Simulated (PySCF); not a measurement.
# Two runs on C$_{2}$H$_{9}$NOSi

System: C$_{2}$H$_{9}$NOSi.
Method of the first run: TDDFT LDA/def2-SVPD, vertical, gas phase, core orbitals frozen in the response (PySCF 2.14.0).

The geometry comes from this level: PBE0-D3(BJ)/def2-SVP. Text and figures count atoms from 1; the logs count them from 0 in places.

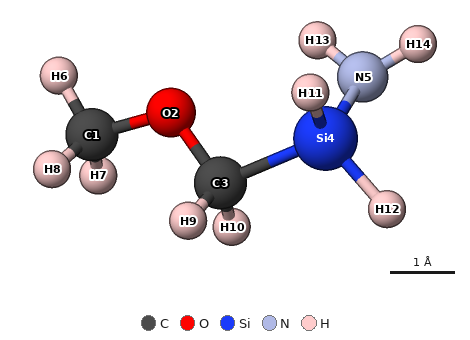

**Figure 1.** The input geometry (ball-and-stick view, seen at a tilt; atoms are numbered from 1 in the order of the input).

### Input, the first run
```
{"job": {"kind": "uv", "xc": "LDA", "basis": "def2-SVPD", "ip": true}, "charge": 0, "multiplicity": 1}
C     -2.227044     0.477035     0.126262
O     -0.859238     0.385990     0.376602
C     -0.248676    -0.738328    -0.206508
Si     1.596025    -0.615993     0.196777
N      2.069466     0.947834    -0.377677
H     -2.603250     1.388588     0.612644
H     -2.444540     0.540263    -0.958765
H     -2.779560    -0.393373     0.532962
H     -0.687167    -1.684658     0.175219
H     -0.392001    -0.743912    -1.307888
H      1.776904    -0.863893     1.667165
H      2.361323    -1.676885    -0.529451
H      1.408904     1.690349    -0.164874
H      3.021061     1.273151    -0.247729
```

The first line tells a small driver script what to run in PySCF; the rest is the geometry in Å.

Command:
```bash
OMP_NUM_THREADS=1 python <driver script> task.json out
```

Hardware: 1 CPU thread, shared host.

### Output (the first run)
```
coarse grid: 11528 points
cycle   1  E = -497.7499393872  dE =  2.576e-01  |g| = 7.302e-01  |ddm| = 4.552e+00
cycle   2  E = -497.2945517700  dE =  4.554e-01  |g| = 1.610e+00  |ddm| = 3.355e+00
cycle   3  E = -497.8667860408  dE = -5.722e-01  |g| = 1.488e-01  |ddm| = 2.417e+00
cycle   4  E = -497.8703869640  dE = -3.601e-03  |g| = 8.354e-02  |ddm| = 2.116e-01
cycle   5  E = -497.8716599140  dE = -1.273e-03  |g| = 2.387e-02  |ddm| = 1.214e-01
cycle   6  E = -497.8717876246  dE = -1.277e-04  |g| = 8.312e-03  |ddm| = 3.938e-02
cycle   7  E = -497.8718046480  dE = -1.702e-05  |g| = 1.299e-03  |ddm| = 1.137e-02
cycle   8  E = -497.8718050407  dE = -3.927e-07  |g| = 4.335e-04  |ddm| = 2.485e-03
final grid: 104896 points
cycle   9  E = -497.9554675998  dE = -3.867e-05  |g| = 4.521e-03  |ddm| = 7.826e-02
cycle  10  E = -497.9554571069  dE =  1.049e-05  |g| = 8.389e-03  |ddm| = 1.499e-02
cycle  11  E = -497.9554718880  dE = -1.478e-05  |g| = 8.890e-04  |ddm| = 1.123e-02
cycle  12  E = -497.9554720724  dE = -1.843e-07  |g| = 2.490e-04  |ddm| = 1.389e-03
cycle  13  E = -497.9554720872  dE = -1.479e-08  |g| = 7.048e-05  |ddm| = 3.339e-04
cycle  14  E = -497.9554720882  dE = -1.086e-09  |g| = 3.254e-05  |ddm| = 1.099e-04
cycle  15  E = -497.9554720884  dE = -2.008e-10  |g| = 6.106e-06  |ddm| = 3.917e-05
converged SCF energy = -497.9554720884

Static polarisability (au): isotropic 72.086, principal 64.392 69.033 82.832

Singlet excitations
state   eV       nm        f      main configurations
  1   5.6679    218.7   0.01597   H->L 0.98
  2   5.7831    214.4   0.00050   H-1->L 0.99
  3   5.9366    208.8   0.01428   H->L+1 0.98
  4   6.1091    203.0   0.02060   H-1->L+1 0.99
  5   6.5349    189.7   0.00920   H->L+2 0.98
  6   6.6945    185.2   0.00535   H-1->L+2 0.96
  7   6.7064    184.9   0.00918   H->L+3 0.96
  8   6.8802    180.2   0.01050   H-2->L 0.86
  9   6.9371    178.7   0.01376   H-1->L+3 0.89
 10   6.9587    178.2   0.00691   H->L+4 0.92

Triplet excitations (Tamm-Dancoff, eV): 5.4028 5.6782 5.8473 6.0090
Vertical ionisation energy (delta-SCF) = 9.2288 eV
```

For the second run the input was changed thus:
```diff
-"xc": "LDA"
+"xc": "HF"
```

What does this change do to the results?

The total energies belong to different methods, so their difference says nothing on which is more stable or more accurate. The HOMO goes from −5.98 to −10.76 eV. The LUMO goes from −0.44 to 2.65 eV. The dipole moment goes from 0.84 to 0.81 D. The lowest excitation goes from 5.67 to 7.64 eV. The strongest computed line goes from 6.11 to 9.65 eV. The method changes from LDA to HF. Exact exchange removes part of the self-interaction error of semilocal functionals, which pushes filled and empty levels apart. The SCF takes 10 iterations against 15.

### Output (the second run)
```
final grid: 104896 points
cycle   1  E = -498.9089108624  dE =  4.474e-01  |g| = 5.359e-01  |ddm| = 4.122e+00
cycle   2  E = -498.9765135540  dE = -6.760e-02  |g| = 2.575e-01  |ddm| = 9.768e-01
cycle   3  E = -498.9898563780  dE = -1.334e-02  |g| = 6.876e-02  |ddm| = 3.162e-01
cycle   4  E = -498.9911634464  dE = -1.307e-03  |g| = 1.354e-02  |ddm| = 1.493e-01
cycle   5  E = -498.9912257518  dE = -6.231e-05  |g| = 3.254e-03  |ddm| = 3.798e-02
cycle   6  E = -498.9912304206  dE = -4.669e-06  |g| = 8.824e-04  |ddm| = 1.177e-02
cycle   7  E = -498.9912308429  dE = -4.222e-07  |g| = 3.181e-04  |ddm| = 4.485e-03
cycle   8  E = -498.9912308924  dE = -4.953e-08  |g| = 9.032e-05  |ddm| = 1.047e-03
cycle   9  E = -498.9912308980  dE = -5.570e-09  |g| = 1.854e-05  |ddm| = 5.181e-04
cycle  10  E = -498.9912308982  dE = -2.633e-10  |g| = 5.770e-06  |ddm| = 7.304e-05
converged SCF energy = -498.9912308982

Static polarisability (au): isotropic 61.506, principal 55.841 59.236 69.441

Singlet excitations
state   eV       nm        f      main configurations
  1   7.6434    162.2   0.02346   H->L+1 0.33, H->L 0.30, H->L+2 0.17
  2   8.8881    139.5   0.02807   H->L+2 0.24, H->L 0.22, H->L+3 0.10
  3   9.0918    136.4   0.01840   H->L+3 0.38, H->L+2 0.15, H->L+1 0.11
  4   9.1483    135.5   0.05734   H-1->L 0.50, H-1->L+7 0.13, H-1->L+1 0.12
  5   9.4574    131.1   0.05420   H->L+5 0.15, H->L+6 0.14, H-2->L+2 0.14
  6   9.5406    130.0   0.08617   H-2->L+2 0.27, H-2->L+1 0.15, H->L+6 0.09
  7   9.6499    128.5   0.09243   H-2->L 0.41, H-2->L+3 0.14, H->L+6 0.10
  8   9.6900    128.0   0.05846   H->L+9 0.17, H->L+5 0.12, H->L 0.09
  9   9.7754    126.8   0.06037   H-1->L+1 0.28, H-1->L+7 0.17, H-1->L+4 0.10
 10  10.1547    122.1   0.00559   H-1->L+2 0.55, H-1->L+3 0.15

Triplet excitations (Tamm-Dancoff, eV): 7.0668 8.1826 8.5355 8.6222
Vertical ionisation energy (delta-SCF) = 8.4817 eV
```

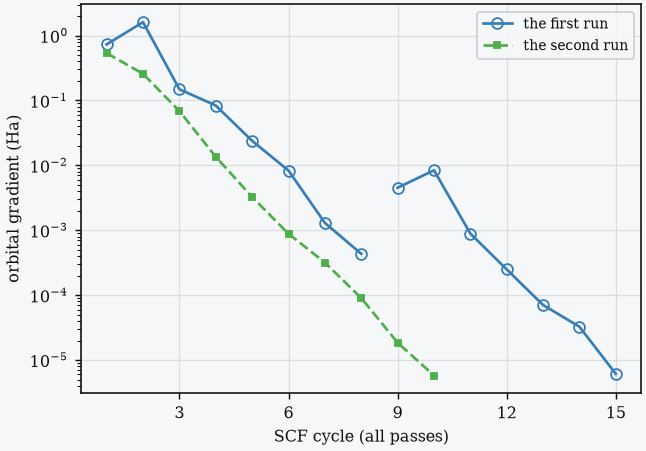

**Figure 2.** Convergence of the two runs: orbital gradient against the SCF cycle. A break in a curve parts two SCF passes (coarse and final grid). The first run takes 15 cycles in all, and the second run takes 10.

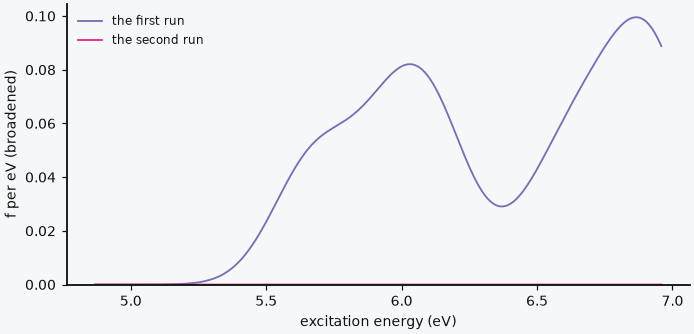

**Figure 3.** Absorption of the two runs from their computed states, each broadened by a Gaussian of 0.35 eV full width; the range ends where the shorter list of states ends.

### The two runs side by side

```csv
quantity,the first run,the second run
outcome,converged,converged
total energy (hartree),−497.955472,−498.991231
HOMO (eV),−5.98,−10.76
LUMO (eV),−0.44,2.65
dipole moment (D),0.84,0.81
lowest excitation (eV),5.67,7.64
SCF iterations,15,10
strongest computed line (eV),6.11,9.65
basis functions,179,179
wall time (shared host),58 s,26 s
```
